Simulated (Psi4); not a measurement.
**[OF2]+ (SMILES F[O+]F): UDSD-PBEP86/cc-pVTZ (density fitting for correlation)**

Aim: the energy change on altering one bond length of [OF2]+ at UDSD-PBEP86/cc-pVTZ (density fitting for correlation), from 2 runs. 

Program for the calculation: Psi4 1.11.

10 further runs of the same task are left out: 9 that didn't finish, 1 set aside as unsound or not needed.

## Step 1: The molecule

[OF2]+: 3 atoms, total charge +1, spin state doublet. SMILES: `F[O+]F`. The coordinates come from a PBE0-D4/def2-TZVP relaxation.

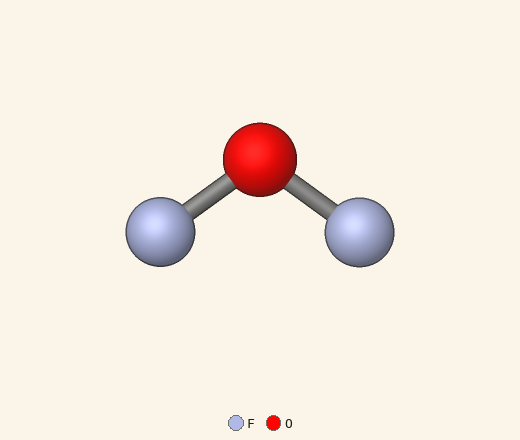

The structure, seen from a chosen angle (fluorine light blue, oxygen red).

## Step 2: A single-point energy at UDSD-PBEP86/cc-pVTZ (density fitting for correlation)

The input, input.json:

```json
{
  "schema_name": "qcschema_input",
  "schema_version": 1,
  "molecule": {
    "schema_name": "qcschema_molecule",
    "schema_version": 2,
    "symbols": ["F", "O", "F"],
    "geometry": [1.73892598, -0.58394427, 0.89461524, 0.00120942, 0.95470854, 0.10520105, -1.7401354, -0.37074537, -0.9998352],
    "molecular_charge": 1,
    "molecular_multiplicity": 2,
    "fix_symmetry": "c1"
  },
  "driver": "energy",
  "model": {
    "method": "dsd-pbep86",
    "basis": "cc-pVTZ"
  },
  "keywords": {
    "reference": "uks",
    "puream": true,
    "e_convergence": 1e-09,
    "d_convergence": 1e-08,
    "scf_type": "pk",
    "dft_radial_points": 99,
    "dft_spherical_points": 590,
    "num_frozen_docc": 3,
    "maxiter": 100
  }
}
```

Command:

```
$ psi4 --qcschema input.json -n 1 --memory 2200MB
```

stdout, shortened:

```text
[...]
  Running in c1 symmetry.
[...]
  Nuclear repulsion =   79.155290790406781
[...]
  Multiplicity = 2
[...]
  Nalpha       = 13
  Nbeta        = 12
[...]
    Number of basis functions: 90
[...]
   @UKS iter   1:  -273.35421894350134    3.52459e-01   7.87028e-03 ADIIS/DIIS
[...]
   @UKS iter  17:  -273.54384433773868   -3.06954e-12   7.79008e-09 DIIS
[...]
   @S^2 Observed:                7.632741284E-01
[...]
    Orbital Energies [Eh]
    ---------------------
    Alpha Occupied:
       1A    -26.256370     2A    -26.256350     3A    -20.835270
       4A     -2.136288     5A     -1.942233     6A     -1.595237
       7A     -1.246604     8A     -1.198710     9A     -1.182189
      10A     -1.052172    11A     -0.998167    12A     -0.987804
      13A     -0.950684
    Alpha Virtual:
      14A     -0.283435    15A     -0.230100    16A      0.294300
      17A      0.295622    18A      0.297681    19A      0.454458
      20A      0.499845    21A      0.525458    22A      0.563035
      23A      0.567816    24A      0.590746    25A      0.693470
[...]
  @UKS Final Energy:  -273.54384433773868
   => Energetics <=
    Nuclear Repulsion Energy =             79.1552907904067808
    One-Electron Energy =                -527.7004384510787531
    Two-Electron Energy =                 183.2075443404580710
    DFT Exchange-Correlation Energy =      -8.2062410175247216
    Empirical Dispersion Energy =           0.0000000000000000
    VV10 Nonlocal Energy =                  0.0000000000000000
    Total Energy =                       -273.5438443377386761
[...]
 Multipole Moments:
 ------------------------------------------------------------------------------------
     Multipole            Electronic (a.u.)      Nuclear  (a.u.)        Total (a.u.)
 ------------------------------------------------------------------------------------
 L = 1.  Multiply by 2.5417464519 to convert [e a0] to [Debye]
 Dipole X            :         -0.0064152            0.0231422            0.0167271
 Dipole Y            :         -0.1185257            0.4280823            0.3095565
 Dipole Z            :         -0.0000000            0.0000000           -0.0000000
 Magnitude           :                                                    0.3100081
[...]
```

The result, in JSON:

```text
{
 "driver": "energy",
 "model": {
  "method": "dsd-pbep86",
  "basis": "cc-pVTZ"
 },
 "success": true,
 "return_result": -273.9261086258635,
 "properties": {
  "calcinfo_nbasis": 90,
  "calcinfo_nmo": 90,
  "calcinfo_nalpha": 13,
  "calcinfo_nbeta": 12,
  "calcinfo_natom": 3,
  "nuclear_repulsion_energy": 79.15529079040678,
  "return_energy": -273.9261086258635,
  "scf_one_electron_energy": -527.7004384510788,
  "scf_two_electron_energy": 183.20754434045807,
  "scf_xc_energy": -8.206241017524722,
  "scf_dipole_moment": [0.016727069924051013, 0.30955654516610903, -2.8517447909009774e-15],
  "scf_total_energy": -273.5438443377387,
  "scf_iterations": 17
 }
}
```

It took 15 s on 1 thread of Intel Xeon at 2.60GHz (Ice Lake), shared host; peak memory 0.73 GiB.

## Step 3: The distorted shape, same level

The input, input.inp:

```
memory 2200 MB

molecule {
  1 2
  F      2.023662    -1.286065     0.974693
  O      0.000640     0.505210     0.055670
  F     -0.920840    -0.196190    -0.529090
  symmetry c1
  no_reorient
  no_com
}

set reference uks
set puream true
set e_convergence 1e-09
set d_convergence 1e-08
set scf_type pk
set dft_radial_points 99
set dft_spherical_points 590
set num_frozen_docc 3
set maxiter 100

E, wfn = energy('dsd-pbep86/cc-pVTZ', return_wfn=True)
```

Command:

```
$ psi4 -i input.inp -o input.out -n 1
```

input.out, shortened:

```text
[...]
  Running in c1 symmetry.
[...]
  Nuclear repulsion =   55.030910770348456
[...]
  Multiplicity = 2
[...]
  Nalpha       = 13
  Nbeta        = 12
[...]
    Number of basis functions: 90
[...]
   @UKS iter   1:  -272.49417075322538    4.91313e-01   1.12270e-02 DIIS/ADIIS
[...]
   @UKS iter  21:  -273.54898082204551   -2.04636e-12   3.66665e-09 DIIS
[...]
   @S^2 Observed:                1.774777039E+00
[...]
    Orbital Energies [Eh]
    ---------------------
    Alpha Occupied:
       1A    -26.310132     2A    -25.975741     3A    -20.851361
       4A     -2.109053     5A     -1.704449     6A     -1.542908
       7A     -1.236335     8A     -1.236119     9A     -1.169687
      10A     -1.024604    11A     -1.024377    12A     -0.779894
      13A     -0.776406
    Alpha Virtual:
      14A     -0.294612    15A     -0.224035    16A      0.254709
      17A      0.268239    18A      0.269143    19A      0.400548
      20A      0.515184    21A      0.537704    22A      0.543573
      23A      0.678253    24A      0.746887    25A      0.757377
[...]
  @UKS Final Energy:  -273.54898082204551
   => Energetics <=
    Nuclear Repulsion Energy =             55.0309107703484557
    One-Electron Energy =                -481.4598266535678022
    Two-Electron Energy =                 161.0570201155540815
    DFT Exchange-Correlation Energy =      -8.1770850543802194
    Empirical Dispersion Energy =           0.0000000000000000
    VV10 Nonlocal Energy =                  0.0000000000000000
    Total Energy =                       -273.5489808220454506
[...]
 Multipole Moments:
 ------------------------------------------------------------------------------------
     Multipole            Electronic (a.u.)      Nuclear  (a.u.)        Total (a.u.)
 ------------------------------------------------------------------------------------
 L = 1.  Multiply by 2.5417464519 to convert [e a0] to [Debye]
 Dipole X            :        -19.2022296           18.7659593           -0.4362703
 Dipole Y            :         18.0889112          -17.5718357            0.5170755
 Dipole Z            :         -8.6040933            8.4202171           -0.1838762
 Magnitude           :                                                    0.7010773
[...]
```

It took 14 s on 1 thread of Intel Xeon at 2.60GHz (Ice Lake), shared host; peak memory 0.66 GiB.

## Step 4: Outcome

Level: UDSD-PBEP86/cc-pVTZ (density fitting for correlation), 3 core orbitals frozen.

```
                                                                 quantity          value
                                                first shape: total energy  -273.92611 Eh
    first shape: HOMO energy (SCF part's orbitals) (highest over α and β)      -25.87 eV
     first shape: LUMO energy (SCF part's orbitals) (lowest over α and β)      -12.42 eV
                                                        first shape: ⟨S²⟩          0.763
                                            distorted shape: total energy  -273.87652 Eh
distorted shape: HOMO energy (SCF part's orbitals) (highest over α and β)      -21.13 eV
 distorted shape: LUMO energy (SCF part's orbitals) (lowest over α and β)      -12.48 eV
                                                    distorted shape: ⟨S²⟩          1.775
        energy change with the F1–O2 bond stretched from 1.297 to 2.854 Å       1.349 eV
```

With the F1–O2 bond stretched from 1.297 to 2.854 Å the energy rises by 1.35 eV (130 kJ/mol). The first shape isn't relaxed at this level, so the change isn't measured from a minimum. ⟨S²⟩ (distorted shape) is 1.77 where a pure doublet has 0.75: the reference is spin-contaminated.
